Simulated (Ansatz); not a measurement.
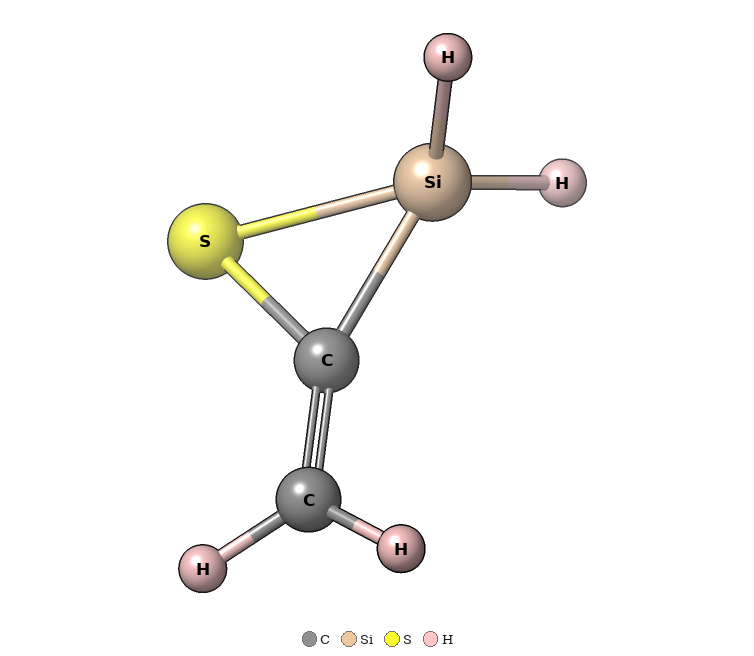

Distant atoms are faded towards the background colour. The geometry was computed by an optimisation with PBE0-D4/def2-TZVP.

Question: Which symmetry elements does this geometry have?

Answer: It has 1 mirror plane, so the point group is Cs. The group has 2 operations. The geometry is achiral, and symmetry allows a dipole moment.
